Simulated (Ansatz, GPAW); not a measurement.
# Dielectric function and optical constants of Li3SCl (model structure), part 3 of 3

Aim: the dielectric function of Li3SCl (model structure), and the optical constants that follow from it. The structure is a model built here, which may or may not match a known phase. It was built so: All Br replaced by Cl and O replaced by S in the Pm-3m structure of Li3BrO. The cell is first relaxed with Ansatz.

GPAW 26.7.0; DFT, PBE, plane-wave PAW (GPAW data sets), scalar-relativistic, RPA, optical limit.

So far. Step 3 (Ground state): There is a gap, 4.15 eV on this mesh (points off the mesh can give less), so no carriers' term is needed.

## Step 5: Dielectric function, RPA (continued)

The Im ε, E ∥ x has structure finer than the step of the table below, so its rows give means over 1 eV, whole bins alone (the curve runs from 0 to 21.9 eV). Peaks (eV: height): 5.7: 3.97, 8.0: 3.69, 10.4: 2.05.

Values under the direct gap are tails of Lorentzian lines. The Im ε, E ∥ x by photon energy; means over each step:

```csv
photon energy (eV),"Im ε, E ∥ x"
1,0.0115
2,0.0276
3,0.0622
4,0.318
5,2.03
6,2.87
7,2.60
8,3.16
9,2.30
10,1.75
11,1.60
12,1.28
13,1.20
14,0.948
15,0.692
16,0.463
17,0.434
18,0.454
19,0.545
20,0.516
21,0.387
```

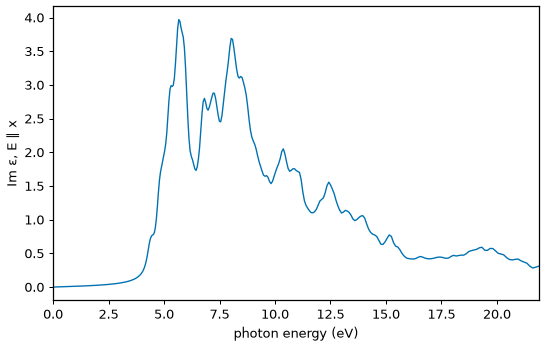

Im ε, E ∥ x, plotted against photon energy.

Table of Re ε, E ∥ x by photon energy:

```csv
photon energy (eV),"Re ε, E ∥ x"
0,2.86
1,2.89
2,3.02
3,3.28
4,3.98
5,4.69
6,1.50
7,2.44
8,1.85
9,0.292
10,0.901
11,0.347
12,0.678
13,0.300
14,0.224
15,0.411
16,0.412
17,0.592
18,0.690
19,0.700
20,0.537
21,0.548
```

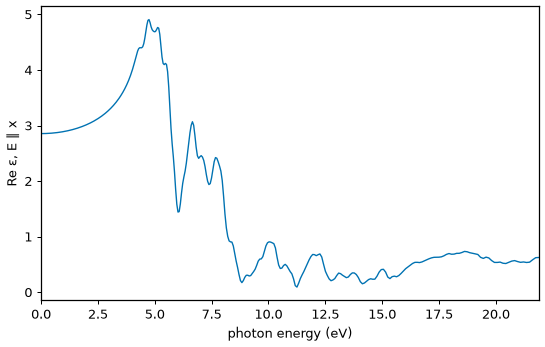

Re ε, E ∥ x, plotted against photon energy.

The Im ε, E ∥ x has structure finer than the step of the table below, so its rows give means over 2 eV, whole bins alone (the curve runs from 0 to 21.9 eV). Peaks (eV: height): without local fields 5.7: 4.94, 8.0: 5.68, 10.2: 3.73; with local fields 5.7: 3.97, 8.0: 3.69, 10.4: 2.05.

Values under the direct gap are tails of Lorentzian lines. Table of Im ε, E ∥ x by photon energy; means over each step:

```csv
photon energy (eV),without local fields,with local fields
2,0.0402,0.0296
4,0.697,0.520
6,3.61,2.72
8,4.52,2.93
10,2.87,1.79
12,1.32,1.32
14,0.820,0.921
16,0.560,0.514
18,0.616,0.466
20,0.249,0.503
```

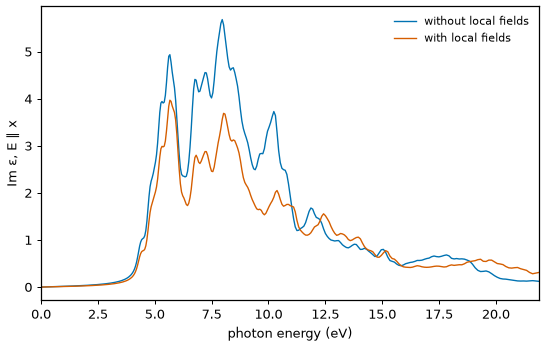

Im ε, E ∥ x against photon energy.

The loss function −Im 1/ε at q → 0, E ∥ x has structure finer than the step of the table below, so its rows give means over 2 eV, whole bins alone (the curve runs from 0 to 21.9 eV). Peaks (eV: height): 11.5: 0.799, 14.8: 1.30, 15.7: 1.47, 20.3: 0.953.

Values under the direct gap are tails of Lorentzian lines. Loss function −Im 1/ε at q → 0, E ∥ x against energy loss; means over each step:

```csv
energy loss (eV),"loss function −Im 1/ε at q → 0, E ∥ x"
2,0.00312
4,0.0244
6,0.175
8,0.270
10,0.504
12,0.686
14,1.01
16,1.12
18,0.694
20,0.851
```

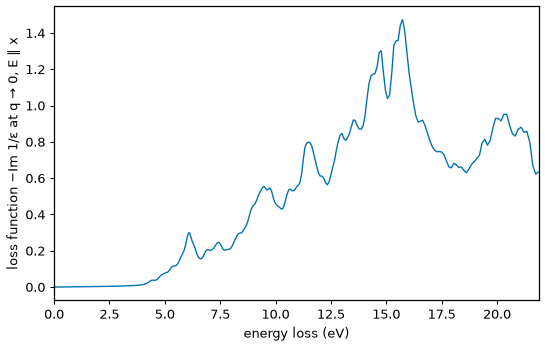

Loss function −Im 1/ε at q → 0, E ∥ x, plotted against energy loss.

The reflectivity at normal incidence, E ∥ x has structure finer than the step of the table below, so its rows give means over 1 eV, whole bins alone (the curve runs from 0 to 21.9 eV). Peaks (eV: height): 5.7: 19.9, 8.8: 21.0, 11.2: 16.7, 12.7: 14.0, 14.1: 13.5, 15.3: 10.6.

Reflectivity at normal incidence, E ∥ x against photon energy; means over each step:

```csv
photon energy (eV),"reflectivity at normal incidence, E ∥ x (%)"
1,6.74
2,7.27
3,8.41
4,11.2
5,16.0
6,15.1
7,13.9
8,17.6
9,17.9
10,11.8
11,14.4
12,9.48
13,12.4
14,11.7
15,9.35
16,6.32
17,3.22
18,2.46
19,2.99
20,4.05
21,3.40
```

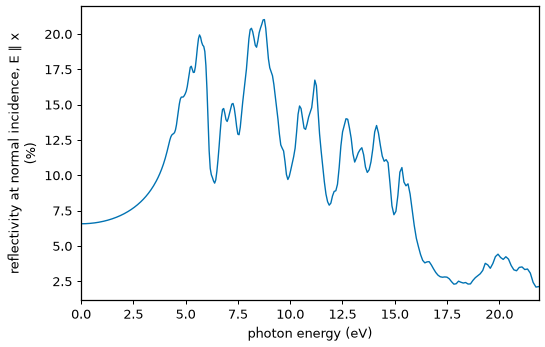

Reflectivity at normal incidence, E ∥ x against photon energy.

At chosen wavelengths:

```csv
wavelength (nm),n,k,R (%),1/α
1550,1.70,0.003,6.7,47 µm
800,1.72,0.006,7.0,12 µm
405,1.82,0.017,8.4,1.9 µm
365,1.86,0.023,9.1,1.2 µm
308,2.00,0.056,11.2,435 nm
248,2.21,0.446,15.8,44 nm
193,1.65,0.526,9.6,29 nm
```

Below the direct gap, k and the depth come from the tails of the Lorentzian lines, not from transitions.

Rows near the edge hang on the gap, which this functional as a rule makes too small, and phonon-assisted absorption is left out.

## Step 6: What came out

```json
{"electronic dielectric constant ε∞, mean over x, y and z (by symmetry where fewer were run) (RPA)": "2.86", "main peak of Im epsilon, first axis": "5.68 eV", "centre of weight of the strongest loss peak in the window, first axis": "15.1 eV"}
```

In words: At this level (PBE, RPA) Li3SCl has ε∞ = 2.86 and n = 1.70 at 1550 nm, and Im ε peaks at 5.7 eV. The cell grew by 31.5 % in volume. On the mesh the gap is 4.13 eV and the least direct gap 4.34 eV, so on this mesh the band edges lie at different points. Local fields change the static value along x from 3.43 to 2.86 (-17 %). Distinct maxima of Im ε, read by a parabola through the highest points, lie at 5.68 eV (4.0), 6.82 eV (2.8), 7.24 eV (2.9) and 8.05 eV (3.7). Excitons and phonon-assisted transitions are missing; PBE gaps are as a rule too small, which pulls the onset down and ε∞ up. The sum runs over mesh points, so small or evenly spaced maxima can still be ripples of the mesh. The cell grew by 32 % in the relaxation, which can come from the guessed start or, where layers or molecules are weakly bound, from the missing dispersion term; a larger cell lowers ε.

[Machine, clock and banner lines and Python warnings are left out of the logs.]

[Logs are printed without paths, hosts, clocks, repeated set-up lines and the standing remarks that a program may print on its own settings, such as how far it seeks lower states.]

[Hosts, paths, dates, database ids (printed as entryN), source tags and the programs' standing remarks are cut or masked in the printed files.]
